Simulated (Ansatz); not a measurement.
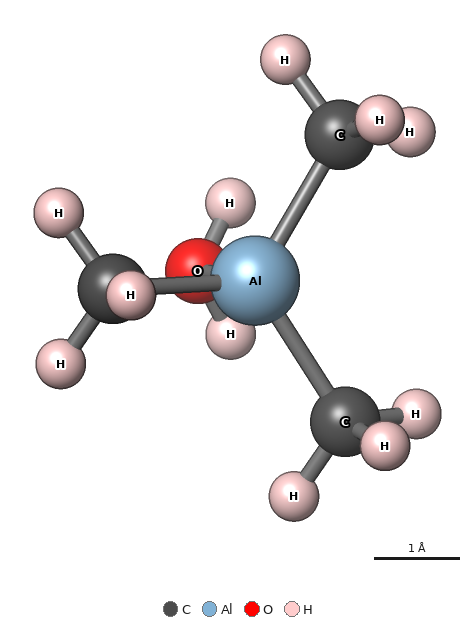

*The structure as given in the input (ball-and-stick view, seen at a tilt). Sticks mark near contacts.*

Bond lengths as drawn: Al–C 1.98 to 1.99 Å, Al–O 2.09 Å, C–H 1.11 Å and H–O 0.98 Å.

# Geometry relaxation, with input and output: C3H11AlO

C3H11AlO, SMILES [CH3][Al-]([CH3])([CH3])[OH2+], computed with RKS PBE0-D4/def2-TZVP (Ansatz 0.2.0).

The geometry: PBE-D4/def2-SVP start. Figures and captions count atoms from 1; the log counts them from 0 in places.

### Output
```
Functional definition: PBE0
  name "PBE0"
  cite "Adamo & Barone, J. Chem. Phys. 110, 6158 (1999) doi:10.1063/1.478522"
  cite "Perdew, Burke & Ernzerhof, Phys. Rev. Lett. 77, 3865 (1996) doi:10.1103/PhysRevLett.77.3865"
  parent pbe
  parameter a = 0.25
  parameter kappa = 0.804
  parameter beta = 0.06672455060314922
  exchange = (1 - a)*pbe_x(kappa = kappa, mu = beta*pi^2/3) + a*exact_x
  correlation = pbe_c(beta = beta)
1454 factors; their error is unknown
mean field evaluation 1: about -11910.4708 eV, gradient 9.2e1 eV
mean field evaluation 2: about -11902.7613 eV, gradient 1.0e2 eV
mean field evaluation 4: about -11928.5040 eV, gradient 5.3e0 eV
mean field evaluation 8: about -11928.5617 eV, gradient 2.1e-2 eV
mean field evaluation 16: about -11928.5635 eV, gradient 5.7e-5 eV
mean field -11928.56347298 eV, -438.3666221611 hartree, gradient 5.7e-5 eV, S^2 0.000000; 0 other end points of the search recorded, 0 dependent functions left out
the calculation of the forces begins
reference -11928.56351047 eV, -438.3666235391 hartree; 25, 25 occupied and 202, 202 virtual orbitals, 1454 factors
relax step   1: F+E_penalty+E_count = -11928.80550858 eV  Δ(F+E_penalty+E_count) = +0.000e0 eV  max|allowed force component| = 8.851e-1 eV/Å  Δτ_max = 0.0000 Å  (27 SCF iters, accepted)
these checks for a lower state are left out or cut short: starts, cluster_reference, orbital_swaps, neighbouring_geometries, increment
1454 factors; their error is unknown
mean field -11928.61401933 eV, -438.3684797055 hartree, gradient 1.6e-5 eV, S^2 0.000000; 0 other end points of the search recorded, 0 dependent functions left out
the calculation of the forces begins
reference -11928.61405650 eV, -438.3684810712 hartree; 25, 25 occupied and 202, 202 virtual orbitals, 1454 factors
relax step   2: F+E_penalty+E_count = -11928.85766095 eV  Δ(F+E_penalty+E_count) = -5.215e-2 eV  max|allowed force component| = 3.087e-1 eV/Å  Δτ_max = 0.0247 Å  (30 SCF iters, accepted)
these checks for a lower state are left out or cut short: starts, cluster_reference, orbital_swaps, neighbouring_geometries, increment
1454 factors; their error is unknown
mean field -11928.61926130 eV, -438.3686723443 hartree, gradient 1.6e-5 eV, S^2 0.000000; 0 other end points of the search recorded, 0 dependent functions left out
the calculation of the forces begins
reference -11928.61929833 eV, -438.3686737051 hartree; 25, 25 occupied and 202, 202 virtual orbitals, 1454 factors
relax step   3: F+E_penalty+E_count = -11928.86373146 eV  Δ(F+E_penalty+E_count) = -6.071e-3 eV  max|allowed force component| = 5.110e-2 eV/Å  Δτ_max = 0.0134 Å  (30 SCF iters, accepted)
these checks for a lower state are left out or cut short: starts, cluster_reference, orbital_swaps, neighbouring_geometries, increment
1454 factors; their error is unknown
mean field evaluation 32: about -11928.6088 eV, gradient 1.2e0 eV
mean field -11928.61933200 eV, -438.3686749425 hartree, gradient 1.6e-5 eV, S^2 0.000000; 0 other end points of the search recorded, 0 dependent functions left out
the calculation of the forces begins
reference -11928.61936907 eV, -438.3686763047 hartree; 25, 25 occupied and 202, 202 virtual orbitals, 1454 factors
relax step   4: F+E_penalty+E_count = -11928.86392608 eV  Δ(F+E_penalty+E_count) = -1.946e-4 eV  max|allowed force component| = 6.315e-2 eV/Å  Δτ_max = 0.0294 Å  (30 SCF iters, accepted)
these checks for a lower state are left out or cut short: starts, cluster_reference, orbital_swaps, neighbouring_geometries, increment
1454 factors; their error is unknown
mean field -11928.61993493 eV, -438.3686970997 hartree, gradient 1.6e-5 eV, S^2 0.000000; 0 other end points of the search recorded, 0 dependent functions left out
the calculation of the forces begins
reference -11928.61997201 eV, -438.3686984623 hartree; 25, 25 occupied and 202, 202 virtual orbitals, 1454 factors
relax step   5: F+E_penalty+E_count = -11928.86452376 eV  Δ(F+E_penalty+E_count) = -5.977e-4 eV  max|allowed force component| = 1.727e-2 eV/Å  Δτ_max = 0.0130 Å  (30 SCF iters, accepted)
these checks for a lower state are left out or cut short: starts, cluster_reference, orbital_swaps, neighbouring_geometries, increment
1454 factors; their error is unknown
mean field -11928.62006285 eV, -438.3687018006 hartree, gradient 1.6e-5 eV, S^2 0.000000; 0 other end points of the search recorded, 0 dependent functions left out
the calculation of the forces begins
reference -11928.62009995 eV, -438.3687031639 hartree; 25, 25 occupied and 202, 202 virtual orbitals, 1454 factors
relax step   6: F+E_penalty+E_count = -11928.86461358 eV  Δ(F+E_penalty+E_count) = -8.983e-5 eV  max|allowed force component| = 4.996e-3 eV/Å  Δτ_max = 0.0049 Å  (30 SCF iters, accepted)
1454 factors; their error is unknown
mean field evaluation 64: about -11928.6116 eV, gradient 6.7e-1 eV
```

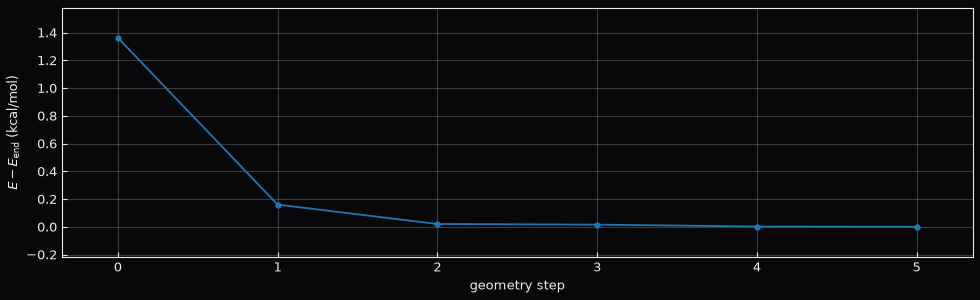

*Progress of the relaxation, step by step (the first geometry is step 0 here and step 1 in the log).*

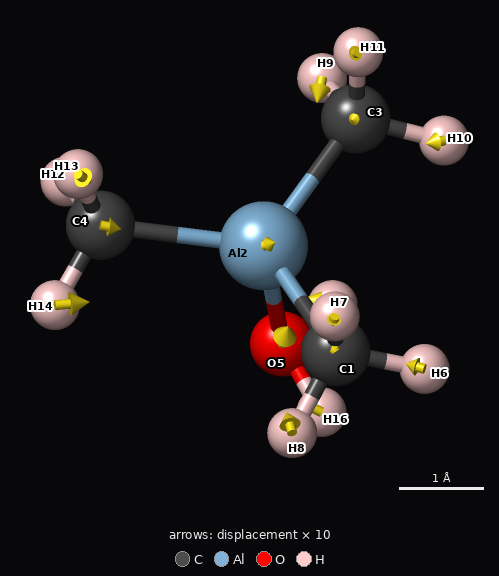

*The starting structure with the displacements as yellow arrows, magnified 10 times (ball-and-stick view, seen at a tilt). The two geometries are laid on each other by the best rigid fit.*

After 5 geometry steps the energy has fallen by 1.36 kcal/mol. The largest force component goes from 0.89 to 0.005 eV/Å. The atom that moves furthest after the best rigid fit is H12 (0.046 Å). By element the largest moves are H 0.046 Å, O 0.041 Å, C 0.026 Å, Al 0.017 Å. Among the contacts that change: Al2–O5 2.087 → 2.056 Å, C1–H6 1.113 → 1.097 Å, O5–H15 0.979 → 0.964 Å, Al2–C3 1.994 → 1.979 Å. (Atoms are counted from 1 in the order of the input.)

```
mean field -11928.62006285 eV, -438.3687018006 hartree, gradient 1.6e-5 eV, S^2 0.000000; 1 other end points of the search recorded, 0 dependent functions left out
the calculation of the forces begins
reference -11928.62009995 eV, -438.3687031639 hartree; 25, 25 occupied and 202, 202 virtual orbitals, 1454 factors
Total energy: -11928.86465068 eV, -438.3776902376 hartree
Atom 0 at    -0.625974     0.726214    -1.711968 Å, force    -0.001757     0.000373    -0.001919 eV/Å
Atom 1 at     0.085110    -0.142633    -0.082251 Å, force     0.000861    -0.004996    -0.001162 eV/Å
Atom 2 at     1.692355     0.650692     0.756722 Å, force     0.002007     0.000291     0.001858 eV/Å
Atom 3 at    -0.214923    -2.073503     0.139271 Å, force    -0.000580    -0.000457     0.000483 eV/Å
Atom 4 at    -1.276772     0.673984     1.223674 Å, force     0.000135     0.002702    -0.000183 eV/Å
Atom 5 at    -0.575030     1.821124    -1.680880 Å, force     0.000516     0.000547    -0.000737 eV/Å
Atom 6 at    -0.049438     0.422091    -2.593086 Å, force    -0.000258     0.000265     0.000323 eV/Å
Atom 7 at    -1.665248     0.448760    -1.926771 Å, force     0.000212    -0.000359     0.000098 eV/Å
Atom 8 at     1.834148     0.332171     1.796717 Å, force    -0.000184    -0.000254    -0.000252 eV/Å
Atom 9 at     1.696619     1.747160     0.742459 Å, force     0.000876     0.000511    -0.000685 eV/Å
Atom 10 at     2.598190     0.338631     0.224443 Å, force    -0.000277     0.000168     0.000268 eV/Å
Atom 11 at    -0.023889    -2.410532     1.163568 Å, force    -0.000163     0.000012     0.000266 eV/Å
Atom 12 at     0.449292    -2.654777    -0.510522 Å, force     0.000744     0.002246    -0.000395 eV/Å
Atom 13 at    -1.238279    -2.368282    -0.116043 Å, force    -0.000163    -0.000099    -0.000100 eV/Å
Atom 14 at    -0.820296     1.221008     1.872730 Å, force    -0.003522    -0.000541    -0.001303 eV/Å
Atom 15 at    -1.888766     1.245192     0.746136 Å, force     0.001553    -0.000411     0.003440 eV/Å
Dipole moment:    -0.433472     0.568185     0.422317 e Å
```

### Trajectory as extended XYZ (Å, eV, eV/Å), 6 frames, from step=1 to step=6
```
16
Properties=species:S:1:pos:R:3:forces:R:3 step=1 energy=-11928.80551
C    -0.6314    0.7323   -1.7140   -0.1062   0.1252  -0.3572
Al    0.0755   -0.1534   -0.0731   -0.0214   0.0680   0.0216
C     1.6936    0.6565    0.7648    0.3552   0.1148   0.1299
C    -0.2167   -2.0992    0.1402   -0.0402  -0.3650   0.0237
O    -1.3054    0.6792    1.2522    0.0276   0.8851  -0.0100
H    -0.5735    1.8435   -1.6912   -0.0290  -0.5146   0.0106
H    -0.0365    0.4200   -2.6012   -0.2713   0.1441   0.4091
H    -1.6832    0.4573   -1.9533    0.4806   0.1272   0.1279
H     1.8618    0.3335    1.8167   -0.0947   0.1497  -0.4817
H     1.7041    1.7695    0.7512   -0.0265  -0.5164   0.0073
H     2.6063    0.3431    0.2104   -0.4211   0.1435   0.2542
H    -0.0131   -2.4539    1.1736   -0.1026   0.1716  -0.4802
H     0.4594   -2.6765   -0.5288   -0.3093   0.2666   0.3072
H    -1.2522   -2.4090   -0.1187    0.4809   0.1505   0.1284
H    -0.8167    1.2604    1.8699   -0.3052  -0.4722  -0.4033
H    -1.8947    1.2742    0.7456    0.3832  -0.4781   0.3125
16
Properties=species:S:1:pos:R:3:forces:R:3 step=2 energy=-11928.85766
C    -0.6297    0.7266   -1.7088   -0.0290   0.0454  -0.1278
Al    0.0813   -0.1506   -0.0784   -0.0411   0.0205   0.0377
C     1.6886    0.6514    0.7619    0.1282   0.0420   0.0366
C    -0.2148   -2.0854    0.1386   -0.0091  -0.1262   0.0043
O    -1.2931    0.6769    1.2402    0.0479   0.3087  -0.0368
H    -0.5764    1.8261   -1.6787   -0.0043  -0.1463   0.0060
H    -0.0459    0.4233   -2.5919   -0.0809   0.0417   0.1313
H    -1.6720    0.4525   -1.9361    0.1421   0.0288   0.0472
H     1.8446    0.3318    1.8043   -0.0373   0.0356  -0.1428
H     1.6919    1.7527    0.7500   -0.0109  -0.1471  -0.0020
H     2.5969    0.3448    0.2200   -0.1348   0.0415   0.0754
H    -0.0174   -2.4319    1.1633   -0.0253   0.0566  -0.1338
H     0.4526   -2.6625   -0.5199   -0.0893   0.0831   0.0890
H    -1.2408   -2.3879   -0.1163    0.1346   0.0515   0.0329
H    -0.8102    1.2462    1.8568   -0.0697  -0.1677  -0.0853
H    -1.8784    1.2633    0.7393    0.0790  -0.1682   0.0680
16
Properties=species:S:1:pos:R:3:forces:R:3 step=3 energy=-11928.86373
C    -0.6269    0.7256   -1.7068    0.0017   0.0008  -0.0063
Al    0.0835   -0.1491   -0.0806   -0.0284   0.0246   0.0282
C     1.6870    0.6503    0.7586    0.0069   0.0008  -0.0019
C    -0.2140   -2.0792    0.1381    0.0015  -0.0042  -0.0017
O    -1.2845    0.6762    1.2319    0.0365   0.0511  -0.0325
H    -0.5746    1.8202   -1.6748    0.0007   0.0055   0.0056
H    -0.0488    0.4231   -2.5872    0.0040  -0.0042  -0.0088
H    -1.6655    0.4498   -1.9248   -0.0119  -0.0045  -0.0015
H     1.8335    0.3306    1.7970    0.0004  -0.0047   0.0116
H     1.6887    1.7467    0.7460   -0.0052   0.0059  -0.0010
H     2.5923    0.3432    0.2228    0.0087  -0.0047  -0.0034
H    -0.0192   -2.4196    1.1602    0.0015  -0.0001   0.0097
H     0.4500   -2.6560   -0.5156    0.0053  -0.0035  -0.0048
H    -1.2368   -2.3759   -0.1158   -0.0098  -0.0002  -0.0025
H    -0.8101    1.2367    1.8569    0.0085  -0.0321   0.0204
H    -1.8774    1.2546    0.7383   -0.0203  -0.0306  -0.0112
16
Properties=species:S:1:pos:R:3:forces:R:3 step=4 energy=-11928.86393
C    -0.6226    0.7282   -1.7129   -0.0037   0.0134   0.0098
Al    0.0853   -0.1388   -0.0818   -0.0188  -0.0631   0.0131
C     1.6940    0.6527    0.7545   -0.0108   0.0149   0.0051
C    -0.2193   -2.0692    0.1435    0.0231   0.0228  -0.0210
O    -1.2844    0.6592    1.2302    0.0309   0.0292  -0.0290
H    -0.5696    1.8229   -1.6834   -0.0010   0.0054  -0.0039
H    -0.0437    0.4216   -2.5913    0.0067  -0.0021  -0.0064
H    -1.6612    0.4523   -1.9308   -0.0091  -0.0033   0.0002
H     1.8403    0.3330    1.7931   -0.0009  -0.0032   0.0088
H     1.6985    1.7490    0.7411    0.0043   0.0051   0.0012
H     2.5971    0.3411    0.2178    0.0062  -0.0027  -0.0068
H    -0.0254   -2.4063    1.1668    0.0013  -0.0021   0.0116
H     0.4432   -2.6491   -0.5086    0.0052  -0.0179  -0.0051
H    -1.2431   -2.3626   -0.1097   -0.0116  -0.0018  -0.0024
H    -0.8210    1.2123    1.8692   -0.0080   0.0038   0.0178
H    -1.8910    1.2310    0.7464   -0.0139   0.0016   0.0070
16
Properties=species:S:1:pos:R:3:forces:R:3 step=5 energy=-11928.86452
C    -0.6254    0.7270   -1.7109    0.0022  -0.0009   0.0007
Al    0.0848   -0.1429   -0.0817   -0.0068  -0.0123   0.0050
C     1.6913    0.6517    0.7569   -0.0002  -0.0004  -0.0031
C    -0.2156   -2.0739    0.1397    0.0065   0.0111  -0.0057
O    -1.2789    0.6702    1.2261    0.0080   0.0173  -0.0067
H    -0.5734    1.8217   -1.6803    0.0000   0.0041  -0.0002
H    -0.0472    0.4219   -2.5905    0.0006   0.0001  -0.0053
H    -1.6643    0.4502   -1.9276   -0.0049  -0.0017  -0.0010
H     1.8357    0.3325    1.7961    0.0008  -0.0019   0.0051
H     1.6955    1.7481    0.7429    0.0000   0.0036   0.0000
H     2.5955    0.3402    0.2218    0.0058  -0.0004   0.0002
H    -0.0234   -2.4102    1.1638    0.0007  -0.0041   0.0062
H     0.4472   -2.6554   -0.5110    0.0016  -0.0015  -0.0011
H    -1.2395   -2.3671   -0.1141   -0.0060  -0.0036  -0.0014
H    -0.8177    1.2213    1.8686   -0.0054  -0.0049   0.0029
H    -1.8873    1.2420    0.7445   -0.0029  -0.0044   0.0045
16
Properties=species:S:1:pos:R:3:forces:R:3 step=6 energy=-11928.86461
C    -0.6260    0.7262   -1.7120   -0.0018   0.0004  -0.0019
Al    0.0851   -0.1426   -0.0823    0.0009  -0.0050  -0.0012
C     1.6924    0.6507    0.7567    0.0020   0.0003   0.0019
C    -0.2149   -2.0735    0.1393   -0.0006  -0.0005   0.0005
O    -1.2768    0.6740    1.2237    0.0001   0.0027  -0.0002
H    -0.5750    1.8211   -1.6809    0.0005   0.0005  -0.0007
H    -0.0494    0.4221   -2.5931   -0.0003   0.0003   0.0003
H    -1.6652    0.4488   -1.9268    0.0002  -0.0004   0.0001
H     1.8341    0.3322    1.7967   -0.0002  -0.0003  -0.0003
H     1.6966    1.7472    0.7425    0.0009   0.0005  -0.0007
H     2.5982    0.3386    0.2244   -0.0003   0.0002   0.0003
H    -0.0239   -2.4105    1.1636   -0.0002   0.0000   0.0003
H     0.4493   -2.6548   -0.5105    0.0007   0.0022  -0.0004
H    -1.2383   -2.3683   -0.1160   -0.0002  -0.0001  -0.0001
H    -0.8203    1.2210    1.8727   -0.0035  -0.0005  -0.0013
H    -1.8888    1.2452    0.7461    0.0016  -0.0004   0.0034
```

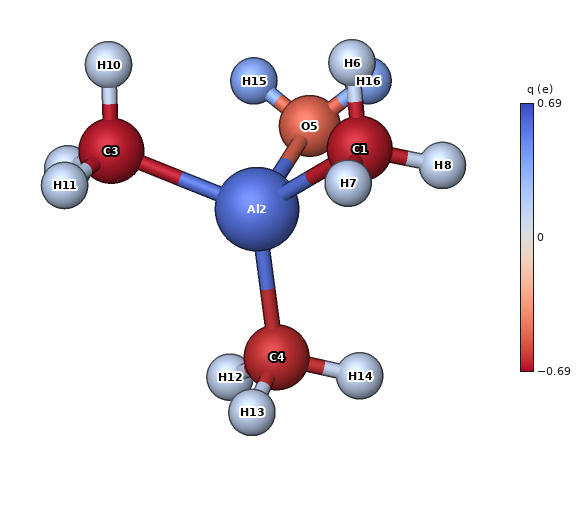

*Mulliken charges, as the colour of each atom (ball-and-stick view, seen at a tilt; atoms are numbered from 1 in the order of the input; Mulliken charges depend strongly on the basis).*

By element: C −0.66 to −0.63, Al +0.57, O −0.50 and H +0.12 to +0.37 e.

The run was set up as follows.

### Input
```yaml
crystal:
  periodic: [false, false, false]
  atoms:
    - {symbol: C, position_ang: [-0.631429, 0.732260, -1.713958]}
    - {symbol: Al, position_ang: [0.075516, -0.153433, -0.073099]}
    - {symbol: C, position_ang: [1.693576, 0.656519, 0.764809]}
    - {symbol: C, position_ang: [-0.216671, -2.099245, 0.140159]}
    - {symbol: O, position_ang: [-1.305444, 0.679176, 1.252209]}
    - {symbol: H, position_ang: [-0.573546, 1.843497, -1.691206]}
    - {symbol: H, position_ang: [-0.036528, 0.419985, -2.601205]}
    - {symbol: H, position_ang: [-1.683247, 0.457259, -1.953282]}
    - {symbol: H, position_ang: [1.861770, 0.333521, 1.816659]}
    - {symbol: H, position_ang: [1.704097, 1.769521, 0.751160]}
    - {symbol: H, position_ang: [2.606315, 0.343142, 0.210387]}
    - {symbol: H, position_ang: [-0.013096, -2.453871, 1.173567]}
    - {symbol: H, position_ang: [0.459411, -2.676503, -0.528806]}
    - {symbol: H, position_ang: [-1.252195, -2.409043, -0.118671]}
    - {symbol: H, position_ang: [-0.816711, 1.260358, 1.869890]}
    - {symbol: H, position_ang: [-1.894717, 1.274157, 0.745588]}
basis:
  gaussian: {orbitals: def2-TZVP}
hamiltonian: {xc: pbe0, dispersion: d4}
relax: {f_tol: 0.005, max_steps: 150}
```

Launch command:
```bash
ansatz run in.yaml --threads 4 --pin off --events-out ev --progress --plain --max-ram 11315MiB
```

### Results in brief

```tsv
quantity	value
outcome	converged
total energy	−11928.8647 eV
mean-field energy	−11928.6201 eV
dispersion energy	−0.2446 eV
SCF solution under orbital rotations	stable
largest force (length of the vector) at the end	0.005 eV/Å
dipole moment	3.99 D
hardware	4 threads of Arm Neoverse V1, 23 GiB of memory available, shared host
wall time	29 s (CPU time 1.8 min)
peak memory	0.66 GiB
```
